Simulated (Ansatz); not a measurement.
# Run report: CH$_{3}$GaO$_{2}$, molecular dynamics (part 2 of 2)

The same run, continued: CH$_{3}$GaO$_{2}$, SMILES O=[C](O)[GaH2]; RKS PBE/6-31G* (Ansatz 0.2.0). The geometry comes from this level: PBE0-D4/def2-TZVP.

Geometry of the input (Å):
```
O  1.1453  0.1172  1.3098
C  0.4687  -0.2950  0.4017
O  0.5400  -1.5692  -0.0210
Ga -0.8179  0.9251  -0.5384
H  1.2023  -2.0200  0.5319
H  -2.2548  1.0728  0.0548
H  -0.2836  1.7691  -1.7387
```

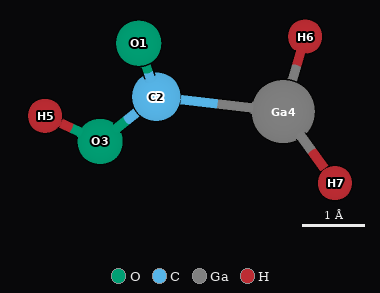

Fig. 1: The geometry at step 33 of the log (ball-and-stick view, seen at a tilt; atoms are numbered from 1 in the order of the input).

### Trajectory as extended XYZ, continued
```
7
Properties=species:S:1:pos:R:3:forces:R:3 step=15 time_fs=15.0 energy=-57536.25452 temperature=214.2
O     1.1725    0.0783    1.3386    0.5752   0.5862   0.5084
C     0.5754   -0.2826    0.3492   -1.3869  -1.3281  -0.5932
O     0.5686   -1.6409   -0.0144    0.4336   0.8499   0.8439
Ga   -0.8322    0.9501   -0.5544    0.9587  -0.0694  -0.1514
H     1.0945   -2.0569    0.7480   -0.3608   0.2135  -0.8233
H    -2.2140    1.2589    0.0896   -0.2429  -0.1772   0.2512
H    -0.3421    1.8541   -1.7590    0.0231  -0.0749  -0.0356
7
Properties=species:S:1:pos:R:3:forces:R:3 step=16 time_fs=16.0 energy=-57536.24607 temperature=176.8
O     1.1730    0.0746    1.3362    0.7330   0.7653   0.7753
C     0.5792   -0.2787    0.3474   -1.4834  -1.5762  -0.7619
O     0.5742   -1.6445   -0.0102   -0.2871   1.3807  -0.2101
Ga   -0.8323    0.9522   -0.5564    1.0610  -0.1635  -0.1163
H     1.0750   -2.0609    0.7262    0.2870  -0.2385   0.1316
H    -2.1987    1.2583    0.1003   -0.3563  -0.1511   0.2991
H    -0.3450    1.8470   -1.7582    0.0458  -0.0166  -0.1176
7
Properties=species:S:1:pos:R:3:forces:R:3 step=17 time_fs=17.0 energy=-57536.20477 temperature=119.6
O     1.1739    0.0715    1.3348    0.8134   0.8813   0.9174
C     0.5823   -0.2770    0.3457   -1.5142  -1.7101  -0.8150
O     0.5795   -1.6467   -0.0062   -1.0357   1.9439  -1.3369
Ga   -0.8322    0.9541   -0.5583    1.1398  -0.2541  -0.0744
H     1.0597   -2.0646    0.7059    0.9728  -0.7703   1.1636
H    -2.1856    1.2565    0.1117   -0.4402  -0.1277   0.3344
H    -0.3467    1.8389   -1.7588    0.0641   0.0370  -0.1892
7
Properties=species:S:1:pos:R:3:forces:R:3 step=18 time_fs=18.0 energy=-57536.18392 temperature=99.4
O     1.1749    0.0690    1.3349    0.7681   0.9230   0.8619
C     0.5838   -0.2775    0.3435   -1.4079  -1.7436  -0.6597
O     0.5841   -1.6469   -0.0037   -1.3685   2.1221  -1.8542
Ga   -0.8318    0.9560   -0.5600    1.1815  -0.3277  -0.0320
H     1.0556   -2.0764    0.6946    1.2333  -0.9401   1.5713
H    -2.1755    1.2531    0.1245   -0.4781  -0.1093   0.3470
H    -0.3464    1.8304   -1.7619    0.0716   0.0756  -0.2343
7
Properties=species:S:1:pos:R:3:forces:R:3 step=19 time_fs=19.0 energy=-57536.21430 temperature=133.5
O     1.1758    0.0668    1.3363    0.6380   0.9157   0.6779
C     0.5841   -0.2798    0.3414   -1.2044  -1.7105  -0.3691
O     0.5880   -1.6457   -0.0027   -1.0853   1.6902  -1.4565
Ga   -0.8312    0.9579   -0.5618    1.1428  -0.3924   0.0529
H     1.0633   -2.0993    0.6958    0.8667  -0.5128   1.0522
H    -2.1706    1.2477    0.1398   -0.4364  -0.1045   0.3178
H    -0.3467    1.8226   -1.7651    0.0786   0.1142  -0.2751
7
Properties=species:S:1:pos:R:3:forces:R:3 step=20 time_fs=20.0 energy=-57536.24704 temperature=153.4
O     1.1770    0.0659    1.3385    0.4386   0.8494   0.3826
C     0.5835   -0.2837    0.3396   -0.9406  -1.5893   0.0099
O     0.5911   -1.6436   -0.0029   -0.5230   0.9486  -0.6554
Ga   -0.8305    0.9600   -0.5635    1.0208  -0.4451   0.1855
H     1.0787   -2.1261    0.7053    0.2305   0.1999   0.1465
H    -2.1711    1.2417    0.1592   -0.3114  -0.1139   0.2417
H    -0.3492    1.8161   -1.7688    0.0851   0.1504  -0.3107
7
Properties=species:S:1:pos:R:3:forces:R:3 step=21 time_fs=21.0 energy=-57536.24980 temperature=159.9
O     1.1778    0.0663    1.3413    0.1789   0.7319  -0.0087
C     0.5814   -0.2886    0.3375   -0.6258  -1.3787   0.4627
O     0.5941   -1.6407   -0.0035   -0.0581   0.2731  -0.0132
Ga   -0.8299    0.9620   -0.5651    0.8574  -0.4555   0.3109
H     1.0961   -2.1481    0.7157   -0.2934   0.8053  -0.5813
H    -2.1752    1.2356    0.1825   -0.1315  -0.1299   0.1283
H    -0.3514    1.8128   -1.7752    0.0726   0.1538  -0.2987
7
Properties=species:S:1:pos:R:3:forces:R:3 step=22 time_fs=22.0 energy=-57536.23752 temperature=173.2
O     1.1779    0.0674    1.3446   -0.0746   0.5976  -0.3879
C     0.5786   -0.2941    0.3362   -0.3320  -1.0944   0.8835
O     0.5978   -1.6370   -0.0040    0.1810  -0.2014   0.2893
Ga   -0.8290    0.9641   -0.5667    0.6805  -0.4675   0.4522
H     1.1097   -2.1622    0.7203   -0.5737   1.1521  -0.9529
H    -2.1803    1.2274    0.2088    0.0629  -0.1420  -0.0036
H    -0.3531    1.8090   -1.7826    0.0559   0.1556  -0.2807
7
Properties=species:S:1:pos:R:3:forces:R:3 step=23 time_fs=23.0 energy=-57536.23546 temperature=193.2
O     1.1778    0.0686    1.3479   -0.2952   0.4542  -0.7136
C     0.5757   -0.3004    0.3358   -0.0976  -0.7232   1.2270
O     0.6023   -1.6330   -0.0049    0.1952  -0.4783   0.2656
Ga   -0.8283    0.9666   -0.5685    0.5441  -0.5043   0.5942
H     1.1159   -2.1673    0.7154   -0.6048   1.2275  -0.9799
H    -2.1825    1.2165    0.2366    0.2194  -0.1394  -0.1252
H    -0.3541    1.8036   -1.7904    0.0389   0.1635  -0.2682
7
Properties=species:S:1:pos:R:3:forces:R:3 step=24 time_fs=24.0 energy=-57536.24917 temperature=219.9
O     1.1776    0.0693    1.3506   -0.4678   0.3132  -0.9582
C     0.5727   -0.3078    0.3365    0.0620  -0.2717   1.4618
O     0.6071   -1.6289   -0.0061    0.0401  -0.5943  -0.0044
Ga   -0.8276    0.9693   -0.5703    0.4727  -0.5325   0.6849
H     1.1174   -2.1624    0.7029   -0.4391   1.0626  -0.7406
H    -2.1801    1.2035    0.2654    0.3266  -0.1211  -0.2294
H    -0.3540    1.8005   -1.8009    0.0054   0.1437  -0.2140
7
Properties=species:S:1:pos:R:3:forces:R:3 step=25 time_fs=25.0 energy=-57536.26457 temperature=239.9
O     1.1776    0.0693    1.3531   -0.6028   0.1838  -1.1362
C     0.5690   -0.3154    0.3385    0.1722   0.2095   1.6131
O     0.6118   -1.6252   -0.0069   -0.3118  -0.4984  -0.5482
Ga   -0.8268    0.9719   -0.5716    0.4536  -0.5404   0.7105
H     1.1151   -2.1493    0.6836   -0.0580   0.6444  -0.2133
H    -2.1733    1.1907    0.2939    0.3920  -0.0911  -0.3151
H    -0.3535    1.7974   -1.8165   -0.0451   0.0922  -0.1107
7
Properties=species:S:1:pos:R:3:forces:R:3 step=26 time_fs=26.0 energy=-57536.25892 temperature=217.7
O     1.1772    0.0690    1.3555   -0.6874   0.0691  -1.2324
C     0.5654   -0.3227    0.3421    0.2165   0.6737   1.6541
O     0.6160   -1.6223   -0.0078   -0.8208  -0.1953  -1.2854
Ga   -0.8255    0.9744   -0.5726    0.4767  -0.5294   0.6781
H     1.1111   -2.1310    0.6625    0.5020   0.0198   0.5348
H    -2.1631    1.1782    0.3195    0.4178  -0.0545  -0.3777
H    -0.3530    1.7969   -1.8345   -0.1047   0.0167   0.0285
7
Properties=species:S:1:pos:R:3:forces:R:3 step=27 time_fs=27.0 energy=-57536.23386 temperature=205.6
O     1.1756    0.0694    1.3573   -0.6872  -0.0216  -1.2027
C     0.5625   -0.3295    0.3473    0.1533   1.0768   1.5253
O     0.6190   -1.6204   -0.0093   -1.2620   0.1131  -1.8962
Ga   -0.8240    0.9766   -0.5734    0.5386  -0.5014   0.5966
H     1.1107   -2.1115    0.6477    1.0214  -0.5746   1.1999
H    -2.1493    1.1663    0.3427    0.4066  -0.0140  -0.4177
H    -0.3518    1.8008   -1.8538   -0.1707  -0.0783   0.1948
7
Properties=species:S:1:pos:R:3:forces:R:3 step=28 time_fs=28.0 energy=-57536.22358 temperature=198.1
O     1.1724    0.0700    1.3584   -0.6143  -0.0741  -1.0687
C     0.5601   -0.3353    0.3530    0.0130   1.3803   1.2727
O     0.6212   -1.6192   -0.0116   -1.3473   0.1247  -2.0039
Ga   -0.8225    0.9790   -0.5741    0.6423  -0.4875   0.4798
H     1.1202   -2.0946    0.6434    1.1945  -0.8120   1.3853
H    -2.1303    1.1554    0.3608    0.3372   0.0324  -0.4131
H    -0.3527    1.8035   -1.8736   -0.2255  -0.1638   0.3478
7
Properties=species:S:1:pos:R:3:forces:R:3 step=29 time_fs=29.0 energy=-57536.24724 temperature=214.5
O     1.1687    0.0707    1.3589   -0.4990  -0.0919  -0.8674
C     0.5576   -0.3403    0.3590   -0.1605   1.5782   0.9451
O     0.6229   -1.6182   -0.0149   -0.9048  -0.2967  -1.4080
Ga   -0.8209    0.9812   -0.5747    0.7699  -0.5137   0.3714
H     1.1422   -2.0824    0.6518    0.8360  -0.5482   0.8784
H    -2.1075    1.1437    0.3732    0.2136   0.0836  -0.3631
H    -0.3556    1.8019   -1.8894   -0.2552  -0.2113   0.4435
7
Properties=species:S:1:pos:R:3:forces:R:3 step=30 time_fs=30.0 energy=-57536.26819 temperature=247.2
O     1.1645    0.0713    1.3588   -0.3253  -0.0624  -0.5787
C     0.5555   -0.3439    0.3655   -0.3772   1.6380   0.5290
O     0.6240   -1.6173   -0.0189   -0.1961  -0.8393  -0.4888
Ga   -0.8193    0.9831   -0.5757    0.9217  -0.5841   0.2871
H     1.1722   -2.0751    0.6667    0.1997  -0.0776   0.0539
H    -2.0802    1.1320    0.3819    0.0390   0.1382  -0.2708
H    -0.3582    1.7937   -1.8995   -0.2618  -0.2127   0.4683
7
Properties=species:S:1:pos:R:3:forces:R:3 step=31 time_fs=31.0 energy=-57536.25813 temperature=226.7
O     1.1592    0.0719    1.3585   -0.1054   0.0065  -0.2276
C     0.5535   -0.3464    0.3720   -0.6235   1.5801   0.0596
O     0.6245   -1.6166   -0.0231    0.4817  -1.2486   0.3511
Ga   -0.8175    0.9846   -0.5765    1.0881  -0.6921   0.2202
H     1.2045   -2.0709    0.6808   -0.4192   0.3328  -0.6931
H    -2.0513    1.1218    0.3853   -0.1800   0.1919  -0.1322
H    -0.3629    1.7792   -1.9040   -0.2417  -0.1706   0.4219
7
Properties=species:S:1:pos:R:3:forces:R:3 step=32 time_fs=32.0 energy=-57536.22655 temperature=194.6
O     1.1541    0.0725    1.3584    0.1405   0.0922   0.1600
C     0.5509   -0.3479    0.3793   -0.8962   1.4609  -0.4571
O     0.6244   -1.6161   -0.0272    0.9486  -1.3991   0.9199
Ga   -0.8158    0.9859   -0.5769    1.2358  -0.8135   0.1749
H     1.2323   -2.0629    0.6896   -0.8241   0.5245  -1.1510
H    -2.0269    1.1142    0.3845   -0.3980   0.2399   0.0192
H    -0.3681    1.7612   -1.9050   -0.2066  -0.1050   0.3342
7
Properties=species:S:1:pos:R:3:forces:R:3 step=33 time_fs=33.0 energy=-57536.20411 temperature=198.8
O     1.1493    0.0724    1.3587    0.4167   0.1909   0.5829
C     0.5483   -0.3483    0.3871   -1.2144   1.3129  -1.0272
O     0.6245   -1.6162   -0.0315    1.1557  -1.2856   1.1808
Ga   -0.8137    0.9873   -0.5771    1.3165  -0.9428   0.1961
H     1.2517   -2.0467    0.6878   -0.9523   0.4645  -1.2775
H    -2.0085    1.1090    0.3842   -0.5609   0.2791   0.1346
H    -0.3739    1.7405   -1.9044   -0.1613  -0.0191   0.2104
7
Properties=species:S:1:pos:R:3:forces:R:3 step=34 time_fs=34.0 energy=-57536.20153 temperature=192.6
O     1.1451    0.0716    1.3594    0.6535   0.2636   0.9315
C     0.5454   -0.3484    0.3937   -1.5021   1.2030  -1.5200
O     0.6251   -1.6172   -0.0357    1.1129  -0.9940   1.1509
Ga   -0.8114    0.9889   -0.5778    1.3181  -1.0864   0.3006
H     1.2626   -2.0253    0.6742   -0.8228   0.2160  -1.1136
H    -1.9960    1.1051    0.3846   -0.6599   0.3091   0.2075
H    -0.3840    1.7175   -1.9031   -0.0996   0.0888   0.0431
7
Properties=species:S:1:pos:R:3:forces:R:3 step=35 time_fs=35.0 energy=-57536.20840 temperature=199.1
O     1.1413    0.0716    1.3604    0.7939   0.2837   1.1291
C     0.5414   -0.3482    0.3989   -1.6843   1.1419  -1.8465
O     0.6269   -1.6190   -0.0394    0.7896  -0.5579   0.8293
Ga   -0.8093    0.9905   -0.5788    1.2649  -1.2297   0.4568
H     1.2658   -2.0028    0.6515   -0.4233  -0.1719  -0.6713
H    -1.9886    1.1036    0.3839   -0.7116   0.3312   0.2495
H    -0.3969    1.6941   -1.9022   -0.0292   0.2027  -0.1468
7
Properties=species:S:1:pos:R:3:forces:R:3 step=36 time_fs=36.0 energy=-57536.20823 temperature=200.4
O     1.1377    0.0724    1.3620    0.8364   0.2663   1.1771
C     0.5357   -0.3468    0.4029   -1.7354   1.0584  -1.9978
O     0.6292   -1.6211   -0.0428    0.2386  -0.0131   0.2952
Ga   -0.8072    0.9919   -0.5800    1.1430  -1.3385   0.6524
H     1.2671   -1.9829    0.6232    0.1723  -0.6146  -0.0391
H    -1.9864    1.1077    0.3848   -0.6902   0.3415   0.2364
H    -0.4093    1.6736   -1.9025    0.0352   0.3000  -0.3241
7
Properties=species:S:1:pos:R:3:forces:R:3 step=37 time_fs=37.0 energy=-57536.20165 temperature=215.0
O     1.1343    0.0743    1.3639    0.7799   0.2149   1.0757
C     0.5289   -0.3439    0.4054   -1.6402   0.9222  -1.9684
O     0.6312   -1.6231   -0.0463   -0.3658   0.5360  -0.2475
Ga   -0.8051    0.9932   -0.5817    0.9437  -1.3922   0.8638
H     1.2717   -1.9693    0.5939    0.7752  -0.9804   0.5745
H    -1.9907    1.1174    0.3885   -0.5760   0.3367   0.1525
H    -0.4221    1.6571   -1.9066    0.0833   0.3628  -0.4506
7
Properties=species:S:1:pos:R:3:forces:R:3 step=38 time_fs=38.0 energy=-57536.21139 temperature=202.6
O     1.1314    0.0775    1.3661    0.6218   0.1169   0.8181
C     0.5221   -0.3410    0.4060   -1.4071   0.7826  -1.7489
O     0.6329   -1.6250   -0.0501   -0.6330   0.8571  -0.4298
Ga   -0.8032    0.9944   -0.5838    0.6996  -1.3850   1.0378
H     1.2850   -1.9654    0.5704    0.9986  -1.0660   0.7971
H    -2.0014    1.1304    0.3948   -0.3829   0.3180   0.0092
H    -0.4340    1.6440   -1.9170    0.1030   0.3763  -0.4835
7
Properties=species:S:1:pos:R:3:forces:R:3 step=39 time_fs=39.0 energy=-57536.25014 temperature=257.5
O     1.1286    0.0813    1.3687    0.3617  -0.0163   0.4100
C     0.5149   -0.3383    0.4044   -1.0259   0.6281  -1.3382
O     0.6342   -1.6266   -0.0544   -0.3018   0.8317  -0.0692
Ga   -0.8016    0.9957   -0.5857    0.4561  -1.3094   1.1181
H     1.3101   -1.9723    0.5562    0.5737  -0.7564   0.4406
H    -2.0158    1.1473    0.4031   -0.1555   0.2881  -0.1579
H    -0.4437    1.6346   -1.9338    0.0919   0.3342  -0.4033
7
Properties=species:S:1:pos:R:3:forces:R:3 step=40 time_fs=40.0 energy=-57536.27602 temperature=283.3
O     1.1255    0.0852    1.3712    0.0722  -0.1398  -0.0308
C     0.5071   -0.3346    0.4015   -0.5713   0.4109  -0.8683
O     0.6350   -1.6280   -0.0592    0.3416   0.6483   0.5245
Ga   -0.8003    0.9969   -0.5873    0.2279  -1.1871   1.1097
H     1.3418   -1.9867    0.5486   -0.2048  -0.2416  -0.1678
H    -2.0324    1.1666    0.4106    0.0682   0.2504  -0.3166
H    -0.4539    1.6277   -1.9553    0.0661   0.2589  -0.2507
7
Properties=species:S:1:pos:R:3:forces:R:3 step=41 time_fs=41.0 energy=-57536.26292 temperature=247.7
O     1.1223    0.0886    1.3734   -0.2022  -0.2361  -0.4334
C     0.4989   -0.3304    0.3985   -0.1115   0.1725  -0.4236
O     0.6357   -1.6289   -0.0639    0.8827   0.5008   0.9798
Ga   -0.7992    0.9979   -0.5886    0.0306  -1.0544   1.0468
H     1.3723   -2.0027    0.5407   -0.8949   0.2256  -0.6470
H    -2.0482    1.1852    0.4155    0.2534   0.2132  -0.4411
H    -0.4655    1.6214   -1.9779    0.0419   0.1784  -0.0816
7
Properties=species:S:1:pos:R:3:forces:R:3 step=42 time_fs=42.0 energy=-57536.23389 temperature=214.2
O     1.1191    0.0913    1.3753   -0.4573  -0.3103  -0.7927
C     0.4902   -0.3262    0.3957    0.3305  -0.0468  -0.0168
O     0.6368   -1.6299   -0.0678    1.1361   0.4725   1.1623
Ga   -0.7983    0.9983   -0.5897   -0.1150  -0.9141   0.9186
H     1.3958   -2.0152    0.5277   -1.2926   0.5257  -0.8587
H    -2.0598    1.2031    0.4173    0.3794   0.1822  -0.5190
H    -0.4777    1.6169   -2.0016    0.0189   0.0908   0.1062
7
Properties=species:S:1:pos:R:3:forces:R:3 step=43 time_fs=43.0 energy=-57536.21665 temperature=208.1
O     1.1161    0.0940    1.3765   -0.7072  -0.3838  -1.1365
C     0.4813   -0.3226    0.3927    0.7546  -0.2137   0.3753
O     0.6385   -1.6312   -0.0709    1.0738   0.5725   1.0800
Ga   -0.7974    0.9987   -0.5907   -0.2089  -0.7817   0.7465
H     1.4088   -2.0228    0.5070   -1.3607   0.6419  -0.8073
H    -2.0659    1.2217    0.4146    0.4457   0.1586  -0.5485
H    -0.4906    1.6129   -2.0253    0.0027   0.0062   0.2905
7
Properties=species:S:1:pos:R:3:forces:R:3 step=44 time_fs=44.0 energy=-57536.22492 temperature=235.2
O     1.1135    0.0966    1.3775   -0.9363  -0.4566  -1.4454
C     0.4728   -0.3195    0.3900    1.1346  -0.3142   0.7301
O     0.6408   -1.6321   -0.0734    0.5506   0.8634   0.6520
Ga   -0.7962    0.9994   -0.5916   -0.2617  -0.6799   0.5863
H     1.4075   -2.0234    0.4738   -0.9459   0.4984  -0.4100
H    -2.0660    1.2414    0.4082    0.4583   0.1434  -0.5368
H    -0.5026    1.6075   -2.0449    0.0003  -0.0545   0.4238
7
Properties=species:S:1:pos:R:3:forces:R:3 step=45 time_fs=45.0 energy=-57536.22562 temperature=235.5
O     1.1106    0.0989    1.3775   -1.0899  -0.4974  -1.6423
C     0.4654   -0.3168    0.3881    1.4139  -0.3963   0.9670
O     0.6441   -1.6325   -0.0758   -0.4816   1.3900  -0.0964
Ga   -0.7946    1.0001   -0.5926   -0.2947  -0.6127   0.4772
H     1.3962   -2.0179    0.4329   -0.0017   0.0704   0.3124
H    -2.0622    1.2625    0.3994    0.4416   0.1313  -0.5026
H    -0.5132    1.6013   -2.0577    0.0124  -0.0853   0.4848
7
Properties=species:S:1:pos:R:3:forces:R:3 step=46 time_fs=46.0 energy=-57536.19079 temperature=179.2
O     1.1075    0.1004    1.3768   -1.1841  -0.5117  -1.7539
C     0.4591   -0.3147    0.3865    1.6133  -0.4731   1.1115
O     0.6471   -1.6322   -0.0786   -1.6538   1.9785  -0.8667
Ga   -0.7926    1.0007   -0.5941   -0.3147  -0.5779   0.4196
H     1.3863   -2.0112    0.3957    1.0978  -0.4480   1.0619
H    -2.0563    1.2827    0.3881    0.4041   0.1229  -0.4513
H    -0.5230    1.5954   -2.0636    0.0374  -0.0906   0.4788
7
Properties=species:S:1:pos:R:3:forces:R:3 step=47 time_fs=47.0 energy=-57536.16455 temperature=152.6
O     1.1040    0.1013    1.3758   -1.2273  -0.5144  -1.8056
C     0.4539   -0.3138    0.3853    1.7298  -0.5204   1.1856
O     0.6483   -1.6311   -0.0820   -2.2686   2.2674  -1.2270
Ga   -0.7907    1.0010   -0.5958   -0.3138  -0.5763   0.3957
H     1.3878   -2.0060    0.3689    1.6660  -0.7030   1.4093
H    -2.0489    1.3014    0.3732    0.3397   0.1214  -0.3756
H    -0.5337    1.5880   -2.0646    0.0742  -0.0748   0.4176
7
Properties=species:S:1:pos:R:3:forces:R:3 step=48 time_fs=48.0 energy=-57536.19434 temperature=189.8
O     1.0998    0.1018    1.3738   -1.1911  -0.4780  -1.7485
C     0.4498   -0.3134    0.3848    1.7504  -0.5728   1.1527
O     0.6478   -1.6285   -0.0863   -1.7854   1.9816  -0.9234
Ga   -0.7887    1.0010   -0.5972   -0.2992  -0.5904   0.3904
H     1.4067   -2.0064    0.3546    1.1496  -0.4141   1.0900
H    -2.0404    1.3208    0.3566    0.2572   0.1233  -0.2833
H    -0.5458    1.5822   -2.0618    0.1185  -0.0496   0.3221
7
Properties=species:S:1:pos:R:3:forces:R:3 step=49 time_fs=49.0 energy=-57536.23471 temperature=235.7
O     1.0943    0.1020    1.3711   -1.0493  -0.3861  -1.5490
C     0.4476   -0.3127    0.3848    1.6457  -0.6558   0.9827
O     0.6465   -1.6245   -0.0917   -0.6132   1.3629  -0.2701
Ga   -0.7869    1.0010   -0.5980   -0.2454  -0.6113   0.3595
H     1.4383   -2.0117    0.3508   -0.0414   0.1854   0.4176
H    -2.0298    1.3411    0.3374    0.1395   0.1327  -0.1615
H    -0.5587    1.5805   -2.0570    0.1642  -0.0277   0.2208
7
Properties=species:S:1:pos:R:3:forces:R:3 step=50 time_fs=50.0 energy=-57536.23943 temperature=221.7
O     1.0877    0.1015    1.3674   -0.7904  -0.2439  -1.1859
C     0.4474   -0.3122    0.3857    1.3832  -0.7475   0.6410
O     0.6451   -1.6199   -0.0973    0.3146   0.8821   0.2132
Ga   -0.7855    1.0009   -0.5985   -0.1415  -0.6588   0.3120
H     1.4663   -2.0151    0.3498   -0.9582   0.6142  -0.0761
H    -2.0176    1.3626    0.3145   -0.0203   0.1548  -0.0043
H    -0.5724    1.5797   -2.0503    0.2126  -0.0008   0.1001
```

### Results in brief

| quantity | value |
| --- | --- |
| outcome | finished |
| mean temperature over the second half | 216 K |
| trajectory | 50 steps, 50 fs |
| ensemble | nvt_langevin |
| temperature in the input | 300 K |
| time step | 1 fs |
| potential energy (last step) | −57536.2395 eV |
| SCF solution under orbital rotations (last step) | stable |
| largest force (length of the vector) (last step) | 1.698 eV/Å |
| dipole moment (last step) | 1.25 D |
| hardware | 2 threads of Intel Xeon @ 2.50GHz, 11 GiB of memory available, shared host |
| wall time | 98 s (CPU time 3.1 min) |
| peak memory | 0.14 GiB |

### Notes

So short a trajectory is not equilibrated. The logged temperature at the start can lie below the typed one, since it is counted over all degrees of freedom.
